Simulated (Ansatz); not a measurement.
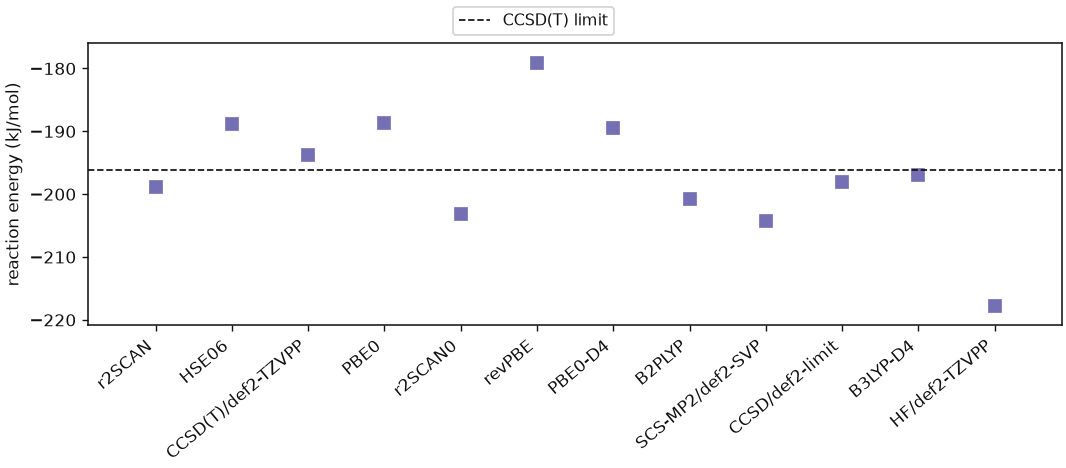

Electronic reaction energy of AlBN₂H₆ ([BH2][Al]([NH2])[NH2]) + HCl (Cl) → AlN₂H₄Cl ([NH2][Al]([NH2])[Cl]) + BH₃ (B) (SMILES in brackets) at several levels (functionals in def2-TZVPP unless a basis is named), isolated molecules at PBE0-D4 triple-zeta geometries, minima by their frequencies, no zero-point or thermal terms, the Ansatz code 0.2.0. The line is frozen-core CCSD(T) at the basis limit (MP2 extrapolated from triple and quadruple zeta, plus CCSD(T) less MP2 in a smaller set). B2PLYP holds a correlation term that converges slowly with the basis, so part of the distance to the limit is basis error. No dispersion term is added to r2SCAN, HSE06, PBE0, r2SCAN0, revPBE and B2PLYP. The distance of CCSD(T)/def2-TZVPP and SCS-MP2/def2-SVP to the limit includes basis error.

Question: Which level comes closest to the line (CCSD(T) limit), and which misses most?

Answer: Closest B3LYP-D4 (−197.0 kJ/mol), against −196.2 kJ/mol; farthest HF/def2-TZVPP (−217.8 kJ/mol).

Question: Give the values.

Answer:
```
             level  kJ/mol  less CCSD(T) limit
            r2SCAN  −199.0                −2.8
             HSE06  −188.8                 7.4
CCSD(T)/def2-TZVPP  −193.8                 2.4
              PBE0  −188.8                 7.4
           r2SCAN0  −203.1                −6.9
            revPBE  −179.1                17.1
           PBE0-D4  −189.5                 6.7
            B2PLYP  −200.8                −4.6
  SCS-MP2/def2-SVP  −204.4                −8.2
   CCSD/def2-limit  −198.1                −1.9
          B3LYP-D4  −197.0                −0.8
     HF/def2-TZVPP  −217.8               −21.6
     CCSD(T) limit  −196.2                 0.0
```
